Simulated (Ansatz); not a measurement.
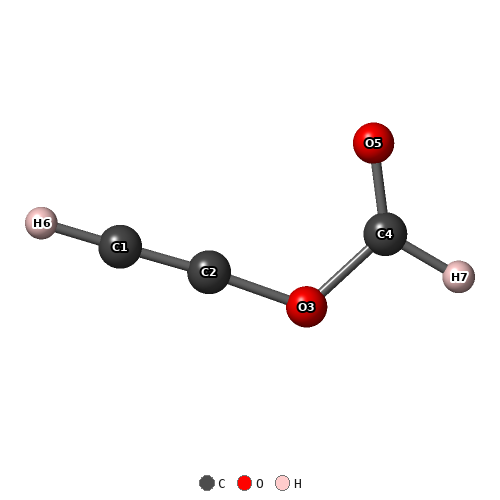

The system is C3H2O2, SMILES C#COC=O; the picture shows the grid point nearest to the relaxed geometry. 
- Two internal coordinates are moved rigidly from the geometry relaxed at PBE0-D4/def2-TZVP, all others fixed.
- Coordinates scanned: (1) bond C2–O3; (2) angle O3–C4–H7.
- Grid: 5 × 5 points.
- Points are written as (first, second).
- Energies are in kJ/mol, from the lowest grid point.
- Computed with RKS PBE0-D4/def2-TZVPP in Ansatz.

Its coordinates:

```yaml
atoms:
  - { symbol: C, position_ang: [-1.0792, -0.0192, 1.5849] }
  - { symbol: C, position_ang: [-0.1412, -0.0030, 0.8450] }
  - { symbol: O, position_ang: [0.9565, 0.0174, 0.0838] }
  - { symbol: C, position_ang: [0.7920, -0.0045, -1.2845] }
  - { symbol: O, position_ang: [-0.2474, -0.0402, -1.8433] }
  - { symbol: H, position_ang: [-1.9218, -0.0340, 2.2328] }
  - { symbol: H, position_ang: [1.7922, 0.0173, -1.7315] }
```

Range: bond C2–O3 from 1.177 to 1.569 Å; angle O3–C4–H7 from 77.2 to 137.2°.

> What will the energy surface look like?

The lowest grid point is at (1.336 Å, 107.2°). It is the only kind of minimum in the scanned range. The highest grid point, (1.569 Å, 137.2°), lies 341 kJ/mol above the lowest. Round the minimum the two coordinates are weakly coupled (coupling 0.08 in units of the two stiffnesses).

```tsv
angle O3–C4–H7 ↓, bond C2–O3 →	1.177	1.241	1.336	1.447	1.569
137.2	269	233	230	271	341
122.2	95	56	50	88	156
107.2	53	10	0	34	97
92.2	104	58	42	69	126
77.2	251	200	176	193	238
```

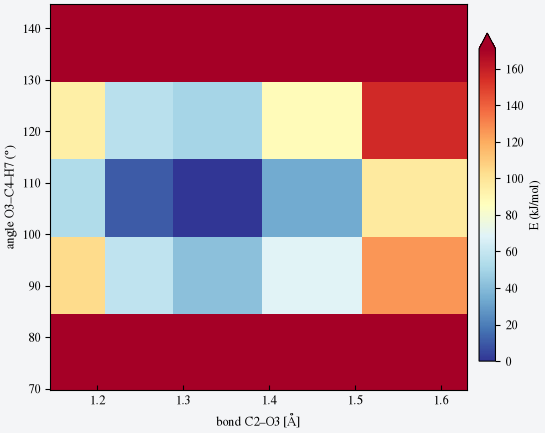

In the figure: one coloured cell a grid point, one colour for all values above the top of the scale.
